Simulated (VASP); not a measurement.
# From one sheet to two: Janus WSSe monolayer

Aim: relax Janus WSSe monolayer, place its levels against the vacuum, then find how two sheets stack and bind.

Calculated with VASP 6.6.1; optB86b-vdW, no spin polarisation; plane waves and PAW (W, S, Se), in the first sound run; inputs show where later runs differ.

**1. Starting point**

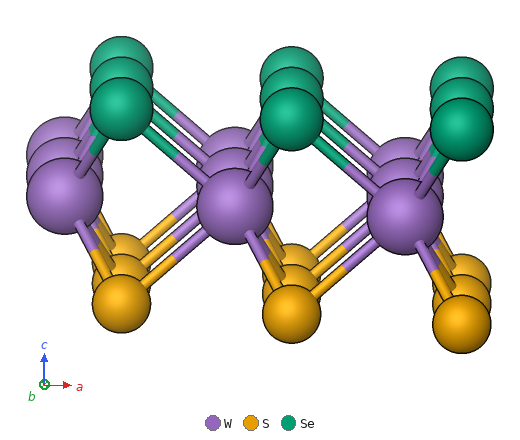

The starting structure, seen nearly edge on (tungsten purple, sulfur orange, selenium teal). 3×3×1 cells are drawn.

The cell holds 3 atoms: 1 W, 1 S and 1 Se. Cell: a = 3.250 Å, b = 3.250 Å, c = 22.000 Å, α = 90.0°, β = 90.0°, γ = 120.0°. Vacuum lies along c.

Structure file:

```xyz
3
Lattice="3.2500 0.0000 0.0000 -1.6250 2.8146 0.0000 0.0000 0.0000 22.0000" Properties=species:S:1:pos:R:3
W     0.0000    1.8764   11.0000
S     1.6250    0.9382    9.3800
Se    1.6250    0.9382   12.6200
```

**2. Relaxing the monolayer**

The sheet's cell relaxes in its plane with the atoms, while the vacuum is kept.

INCAR reads:

```
SYSTEM = WSeS
PREC = Normal
ENCUT = 350
EDIFF = 1E-06
NELM = 120
ISMEAR = 0
SIGMA = 0.03
LREAL = .FALSE.
ALGO = Normal
GGA = MK
AGGAC = 0
LUSE_VDW = .TRUE.
PARAM1 = 0.1234
PARAM2 = 1
LASPH = .TRUE.
NBANDS = 15
LORBIT = 11
LWAVE = .FALSE.
LCHARG = .FALSE.
KPAR = 4
IBRION = 2
NSW = 50
ISIF = 3
EDIFFG = -0.015
POTIM = 0.4
IDIPOL = 3
LDIPOL = .TRUE.
DIPOL = 0.5 0.5 0.5
LATTICE_CONSTRAINTS = .TRUE. .TRUE. .FALSE.
```

POSCAR reads:

```
WSeS
1.0
    3.2500000000      0.0000000000      0.0000000000
   -1.6250000000      2.8145825623      0.0000000000
    0.0000000000      0.0000000000     22.0000000000
W S Se
1 1 1
Direct
    0.3333333333      0.6666666667      0.5000000000
    0.6666666667      0.3333333333      0.4263636364
    0.6666666667      0.3333333333      0.5736363636
```

KPOINTS reads:

```
Automatic mesh
0
Gamma
12 12 1
0 0 0
```

PAW data sets: W, S and Se (PBE family, release 64).

Run with:

```bash
$ mpirun -np 4 vasp_std
```

What it wrote:

```text
[banner, memory and clock lines left out]
running    4 mpi-ranks, on    1 nodes
 distrk:  each k-point on    1 cores,    4 groups
 distr:  one band on    1 cores,    1 groups

 POSCAR found type information on POSCAR W S Se
 POSCAR found :  3 types and       3 ions
|                                                                             |
|               ----> ADVICE to this user running VASP <----                  |
|                                                                             |
|     You have switched on vdW-DFT.                                           |
|     This routine was written and supplied by Jiri Klimes. We recommend      |
|     that you carefully read and cite the following publications:            |
|       J. Klimes, D.R. Bowler, A. Michelides                                 |
|          J. Phys.: Cond Matt. 22 022201 (2010)                              |
|       J. Klimes, D.R. Bowler, A. Michelides                                 |
|          Phys. Rev. B. 83, 195131 (2011)                                    |
|     and references therein.                                                 |
|                                                                             |

|                                                                             |
|               ----> ADVICE to this user running VASP <----                  |
|                                                                             |
|     You enforced a specific xc type in the INCAR file but a different       |
|     [... a line on the potential file left out ...]
|     I HOPE YOU KNOW WHAT YOU ARE DOING!                                     |
|                                                                             |

 LDA part: xc-table for (Slater+PW92), standard interpolation
 POSCAR, INCAR and KPOINTS ok, starting setup
 FFT: planning ... GRIDC
 FFT: planning ... GRID_SOFT
 FFT: planning ... GRID
 WAVECAR not read
 entering main loop
       N       E                     dE             d eps       ncg     rms          rms(c)
DAV:   1     0.112968081506E+03    0.11297E+03   -0.49460E+03   570   0.646E+02
DAV:   2    -0.585447320204E+01   -0.11882E+03   -0.10969E+03   925   0.151E+02
DAV:   3    -0.183354671209E+02   -0.12481E+02   -0.12356E+02   822   0.603E+01
DAV:   4    -0.185520565037E+02   -0.21659E+00   -0.21584E+00   710   0.977E+00
DAV:   5    -0.185574975717E+02   -0.54411E-02   -0.54397E-02   803   0.143E+00    0.246E+01
DAV:   6    -0.175324833622E+02    0.10250E+01   -0.30144E+00   874   0.129E+01    0.102E+01
DAV:   7    -0.174285241917E+02    0.10396E+00   -0.13696E+00   724   0.913E+00    0.595E+00
DAV:   8    -0.173159889599E+02    0.11254E+00   -0.18874E-01   738   0.407E+00    0.538E-01
DAV:   9    -0.173161502712E+02   -0.16131E-03   -0.37808E-02   738   0.133E+00    0.342E-01
DAV:  10    -0.173148979061E+02    0.12524E-02   -0.30939E-03   759   0.384E-01    0.146E-01
DAV:  11    -0.173143904554E+02    0.50745E-03   -0.38298E-04   766   0.121E-01    0.931E-02
DAV:  12    -0.173137376726E+02    0.65278E-03   -0.20050E-04   773   0.726E-02    0.335E-02
DAV:  13    -0.173134092140E+02    0.32846E-03   -0.61822E-05   748   0.363E-02    0.239E-02
DAV:  14    -0.173130894351E+02    0.31978E-03   -0.72855E-05   710   0.379E-02    0.856E-03
DAV:  15    -0.173130176014E+02    0.71834E-04   -0.13132E-05   752   0.211E-02    0.717E-03
DAV:  16    -0.173130323245E+02   -0.14723E-04   -0.33578E-05   584   0.287E-02    0.489E-03
DAV:  17    -0.173130628771E+02   -0.30553E-04   -0.86229E-06   659   0.132E-02    0.129E-03
DAV:  18    -0.173130825789E+02   -0.19702E-04   -0.16755E-06   693   0.576E-03    0.125E-03
DAV:  19    -0.173130980785E+02   -0.15500E-04   -0.10137E-06   565   0.551E-03    0.104E-03
DAV:  20    -0.173130995404E+02   -0.14619E-05   -0.64917E-08   649   0.187E-03    0.320E-04
DAV:  21    -0.173131014275E+02   -0.18872E-05   -0.72010E-08   467   0.163E-03    0.392E-04
DAV:  22    -0.173131030976E+02   -0.16700E-05   -0.12160E-07   579   0.225E-03    0.140E-04
DAV:  23    -0.173131031005E+02   -0.29690E-08   -0.13599E-08   530   0.560E-04
   1 F= -.17313103E+02 E0= -.17313103E+02  d E =-.173131E+02
 curvature:   0.00 expect dE= 0.000E+00 dE for cont linesearch  0.000E+00
 trial: gam= 0.00000 g(F)=  0.409E+00 g(S)=  0.263E-02 ort = 0.000E+00 (trialstep = 0.100E+01)
 search vector abs. value=  0.412E+00
 bond charge predicted
       N       E                     dE             d eps       ncg     rms          rms(c)
DAV:   1    -0.173234932372E+02   -0.10390E-01   -0.33818E+01   570   0.322E+01    0.260E+00
DAV:   2    -0.173758542805E+02   -0.52361E-01   -0.69890E-01   766   0.561E+00    0.709E-01
DAV:   3    -0.173697950893E+02    0.60592E-02   -0.18412E-02   745   0.876E-01    0.407E-01
DAV:   4    -0.173675059979E+02    0.22891E-02   -0.43272E-03   752   0.397E-01    0.192E-01
DAV:   5    -0.173672737753E+02    0.23222E-03   -0.14176E-03   794   0.263E-01    0.125E-01
DAV:   6    -0.173672235453E+02    0.50230E-04   -0.11855E-04   766   0.845E-02    0.869E-02
DAV:   7    -0.173672041173E+02    0.19428E-04   -0.38544E-05   773   0.425E-02    0.304E-02
DAV:   8    -0.173672033688E+02    0.74847E-06   -0.21963E-05   710   0.347E-02    0.116E-02
DAV:   9    -0.173672038293E+02   -0.46049E-06   -0.15399E-06   644   0.109E-02
   2 F= -.17367204E+02 E0= -.17367204E+02  d E =-.541007E-01
[... from here on, the cycles between the ionic steps are left out ...]
   3 F= -.17430968E+02 E0= -.17430968E+02  d E =-.117865E+00
   4 F= -.17432433E+02 E0= -.17432433E+02  d E =-.146498E-02
   5 F= -.17432505E+02 E0= -.17432505E+02  d E =-.153751E-02
   6 F= -.17433103E+02 E0= -.17433103E+02  d E =-.597840E-03
   7 F= -.17433184E+02 E0= -.17433184E+02  d E =-.679146E-03
   8 F= -.17433185E+02 E0= -.17433185E+02  d E =-.680144E-03
   9 F= -.17433208E+02 E0= -.17433208E+02  d E =-.226337E-04
 trial-energy change:   -0.000023  1 .order   -0.000025   -0.000108    0.000058
 step:   0.6356(harm=  0.6356)  dis= 0.00102  next Energy=   -17.433220 (dE=-0.351E-04)
 bond charge predicted
       N       E                     dE             d eps       ncg     rms          rms(c)
DAV:   1    -0.174332176505E+02   -0.10052E-04   -0.10110E-03   570   0.178E-01    0.122E-02
DAV:   2    -0.174332189989E+02   -0.13484E-05   -0.22151E-05   731   0.311E-02    0.517E-03
DAV:   3    -0.174332189933E+02    0.55722E-08   -0.42323E-07   495   0.437E-03
  10 F= -.17433219E+02 E0= -.17433219E+02  d E =-.337125E-04
 curvature:  -0.37 expect dE=-0.367E-07 dE for cont linesearch -0.298E-07
 trial: gam= 0.00000 g(F)=  0.993E-07 g(S)=  0.744E-10 ort =-0.322E-05 (trialstep = 0.909E+00)
 search vector abs. value=  0.995E-07
 reached required accuracy - stopping structural energy minimisation
```

Wall time 2.8 min (4 MPI ranks of AMD EPYC 9R45, shared host); peak memory 1.5 GiB.

Lines that name or quote the potential files are left out of all logs, and their timing lines are given in words.

From OUTCAR (step 2):

```text
ion  position               nearest neighbor table
   1  0.333  0.667  0.500-   2 2.48   3 2.48   2 2.48   3 2.48   2 2.48   3 2.48
   2  0.667  0.333  0.426-   1 2.48   1 2.48   1 2.48
   3  0.667  0.333  0.574-   1 2.48   1 2.48   1 2.48

  LATTYP: Found a hexagonal cell.
 ALAT       =     3.2500000000
 C/A-ratio  =     6.7692307692

 Subroutine GETGRP returns: Found  6 space group operations
 (whereof  6 operations were pure point group operations)

The static configuration has the point symmetry C_3v.

 Found     19 irreducible k-points:

   k-points           NKPTS =     19   k-points in BZ     NKDIM =     19   number of bands    NBANDS=     15

   dimension x,y,z NGX =    16 NGY =   16 NGZ =  108
   dimension x,y,z NGXF=    32 NGYF=   32 NGZF=  216

   ENCUT  =  350.0 eV  25.72 Ry    5.07 a.u.   4.96  4.96 33.56*2*pi/ulx,y,z

   NELECT =      18.0000    total number of electrons

 k-points in reciprocal lattice and weights: Automatic mesh
   0.00000000  0.00000000  0.00000000       0.007
   0.08333333 -0.00000000  0.00000000       0.042
   0.16666667 -0.00000000  0.00000000       0.042
   0.25000000 -0.00000000  0.00000000       0.042
   0.33333333 -0.00000000  0.00000000       0.042
   0.41666667 -0.00000000  0.00000000       0.042
   0.50000000 -0.00000000  0.00000000       0.021
   0.08333333  0.08333333  0.00000000       0.042
   0.16666667  0.08333333  0.00000000       0.083
[...]
0.33333333  0.25000000  0.00000000       0.083
   0.33333333  0.33333333  0.00000000       0.014

 dipolmoment           0.000000      0.000000     -0.035399 electrons x Angstroem

 average (electrostatic) potential at core
       1 -48.1018       2 -93.8132       3 -60.6381

 E-fermi :  -2.3146

 k-point     1 :       0.0000    0.0000    0.0000
  band No.  band energies     occupation
    ...
      5      -5.0898      2.00000
      6      -4.7412      2.00000
      7      -3.6708      2.00000
      8      -3.6708      2.00000
      9      -2.6265      2.00000
     10       0.5004      0.00000
     11       0.5004      0.00000
     12       0.7345      0.00000
     13       0.7345      0.00000
     14       1.5729      0.00000
    ...

 k-point     2 :       0.0833   -0.0000    0.0000
  band No.  band energies     occupation
    ...
      5      -5.0066      2.00000
      6      -4.8813      2.00000
      7      -3.8232      2.00000
      8      -3.6989      2.00000
      9      -2.6586      2.00000
     10       0.2771      0.00000
     11       0.3787      0.00000
     12       0.5366      0.00000
     13       0.7655      0.00000
     14       1.7890      0.00000
    ...

 k-point     3 :       0.1667   -0.0000    0.0000
  band No.  band energies     occupation
    ...
      5      -5.3875      2.00000
      6      -4.8570      2.00000
      7      -4.0888      2.00000
      8      -3.8670      2.00000
      9      -2.8651      2.00000
     10      -0.3032      0.00000
     11       0.2897      0.00000
     12       0.3170      0.00000
     13       1.1670      0.00000
     14       2.2161      0.00000
    ...

Total vdW correction in eV:      2.9400949

  Total       -0.0000538     -0.0000538     -0.0608179      0.0000000      0.0000000      0.0000000
  in kB       -0.0004341     -0.0004341     -0.4910718      0.0000000      0.0000000      0.0000000
  external PRESSURE =      -0.1639800 kB  Pullay stress =       0.0000000 kB

  energy-cutoff  :      350.00
  volume of cell :      198.43
      direct lattice vectors                 reciprocal lattice vectors
     3.227170363  0.000000000  0.000000000     0.309868984  0.178902941  0.000000000
    -1.613585182  2.794811517  0.000000000    -0.000000000  0.357805882  0.000000000
     0.000000000  0.000000000 22.000000000     0.000000000  0.000000000  0.045454545

 POSITION                                       TOTAL-FORCE (eV/Angst)
 -----------------------------------------------------------------------------------
     -0.00000      1.86321     10.94163         0.000000      0.000000      0.001297
      1.61359      0.93160      9.39714        -0.000000      0.000000     -0.000489
      1.61359      0.93160     12.66124         0.000000      0.000000     -0.000807
 -----------------------------------------------------------------------------------
    total drift:                                0.000001      0.000005     -0.000626

  FREE ENERGIE OF THE ION-ELECTRON SYSTEM (eV)
  ---------------------------------------------------
  free  energy   TOTEN  =       -17.4332189933 eV

  energy  without entropy=      -17.4332189933  energy(sigma->0) =      -17.43321899

Total vdW correction in eV:      2.9400590

 reached required accuracy - stopping structural energy minimisation

 vacuum level on the upper side and lower side of the slab         2.359         3.088

 total charge
# of ion       s       p       d       tot
------------------------------------------
    1        0.541   0.654   4.238   5.433
    2        1.359   2.351   0.000   3.710
    3        1.480   2.356   0.068   3.904
--------------------------------------------------
tot          3.381   5.360   4.307  13.047

[... 3 further parts left out ...]
```

This run has no spin polarisation, although W can carry a moment. The gap is read on the k-mesh alone, so it is an upper bound where the band edges lie off the mesh. The PAW data sets were made with PBE, which is usual practice but a small mismatch for other functionals. The data set W keeps the semicore shell frozen, which is cheaper and a little less accurate. The run keeps the 6 symmetry operations of its start, so it cannot find a distortion of lower symmetry.

Step by step:

```tsv
step	energy less that of the first step (eV)	largest force (eV/Å)	pressure (GPa)	volume (Å³)
1	0.0000	2.6513	-0.05	201.24
2	-0.0541	1.9562	0.00	199.59
3	-0.1179	0.0643	-0.18	200.29
4	-0.1193	0.1351	0.16	198.46
5	-0.1194	0.1221	0.10	198.79
6	-0.1200	0.0517	0.04	198.57
7	-0.1201	0.0404	0.00	198.46
8	-0.1201	0.0426	-0.01	198.45
9	-0.1201	0.0235	-0.02	198.41
10	-0.1201	0.0013	-0.02	198.43
```

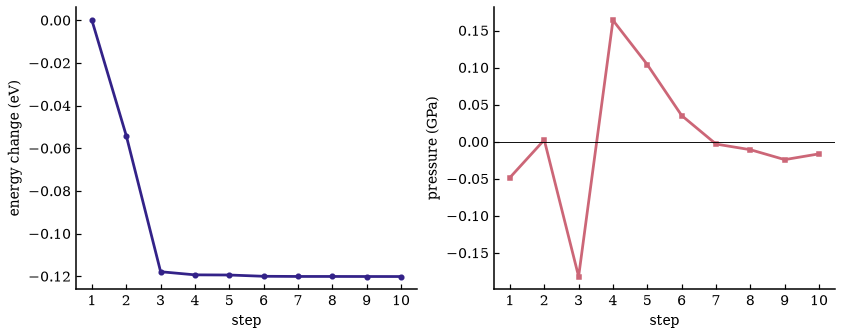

Energy and pressure along the relaxation.

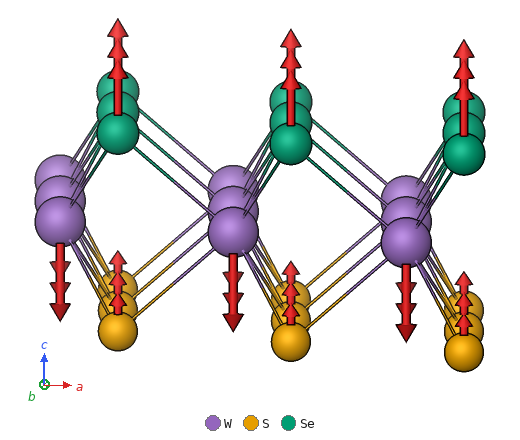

Displacements in the relaxation, exaggerated, measured against the changing cell; the longest in the cell stands for 0.06 Å. 3×3×1 cells are drawn.

```tsv
cell as run	before	after	change
a (Å)	3.250	3.227	-0.7 %
b (Å)	3.250	3.227	-0.7 %
```

The atoms that moved most (Å, along periodic axes as changes of fractional coordinates times the final cell, across vacuum about the mean position):

```tsv
atom	dx	dy	dz	length
W1	0.000	0.000	-0.058	0.058
Se3	0.000	0.000	0.041	0.041
S2	0.000	0.000	0.017	0.017
```

Final coordinates:

```xyz
3
Lattice="3.2272 0.0000 0.0000 -1.6136 2.7948 0.0000 0.0000 0.0000 22.0000" Properties=species:S:1:pos:R:3
W     0.0000    1.8632   10.9416
S     1.6136    0.9316    9.3971
Se    1.6136    0.9316   12.6612
```

Numbers from this step:

* electronic cycles: 71
* electrons: 18
* free energy (TOTEN): -17.43 eV
* Fermi energy: -2.315 eV
* metallic: no
* dipole moment: 0, 0, -0.03540 e·Å
* gap on the k-mesh: 1.782 eV
* least direct gap on the k-mesh: 1.785 eV

The run ended after 10 ionic steps, 0.120 eV below its first step, once forces and stress met EDIFFG = -0.015.

VASP counts the dipole in electrons times Å, so a positive number points the physical dipole along −c.

(Continued in part 2 of 6.)

[Lines on the potential files, build, host, timing and source positions are cut from VASP's logs without a mark.]

[Logs are printed without paths, hosts, clocks, repeated set-up lines and the standing remarks that a program may print on its own settings, such as how far it seeks lower states.]

[Hosts, paths, dates, database ids (printed as entryN), source tags and the programs' standing remarks are cut or masked in the printed files.]

[Runs that stopped without an error message from VASP are left out.]
